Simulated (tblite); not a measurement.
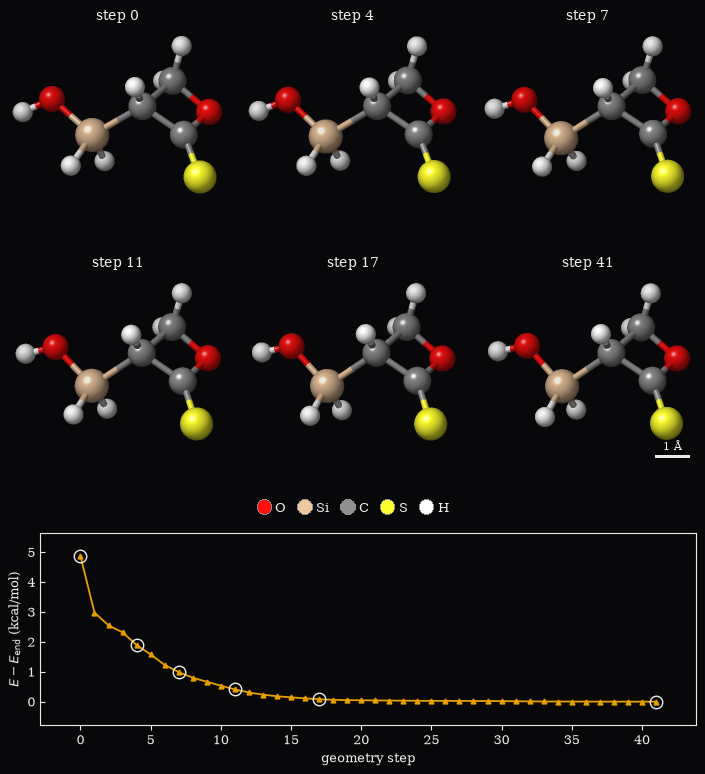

Frames of a relaxation of C3H6O2SSi, marked on the history of the run. The picture is a ball-and-stick view, seen at a tilt.

All numbers below come from tblite, GFN2-xTB geometry optimisation, gas phase. 

> Describe the path.

The largest move after the best rigid fit is that of an H atom, 0.28 Å. By element the largest moves are H 0.28 Å, O 0.21 Å, Si 0.13 Å, S 0.10 Å, C 0.05 Å. Among the contacts that change: O–Si 1.676 → 1.622 Å, C–Si 1.872 → 1.906 Å, H–Si 1.483 → 1.461 Å, C–H 1.112 → 1.091 Å. Bond angles that change, for instance: O–Si–C 113.1° → 101.0°, Si–O–H 115.9° → 122.9°, O–Si–H 106.1° → 112.7°. Over 41 geometry steps the energy falls by 4.87 kcal/mol. The run took 0.34 s on 1 thread of Intel(R) Xeon(R) Platinum 8375C CPU @ 2.90GHz, with other jobs on the host. From step 0 to 4: the Si atom moves most (0.07 Å), energy −2.98 kcal/mol. From step 4 to 7: an H atom moves most (0.07 Å), energy −0.90 kcal/mol. From step 7 to 11: an H atom moves most (0.07 Å), energy −0.58 kcal/mol. From step 11 to 17: an H atom moves most (0.06 Å), energy −0.33 kcal/mol. From step 17 to 41: an H atom moves most (0.06 Å), energy −0.08 kcal/mol.

```csv
step,"E − E(0), kcal/mol"
0,0.00
1,-1.89
2,-2.32
3,-2.55
4,-2.98
5,-3.29
6,-3.64
7,-3.88
8,-4.07
9,-4.20
10,-4.33
12,-4.56
13,-4.64
15,-4.73
17,-4.79
18,-4.81
20,-4.82
21,-4.83
23,-4.84
25,-4.84
26,-4.84
28,-4.85
30,-4.85
31,-4.86
33,-4.86
34,-4.86
36,-4.87
38,-4.87
39,-4.87
41,-4.87
```
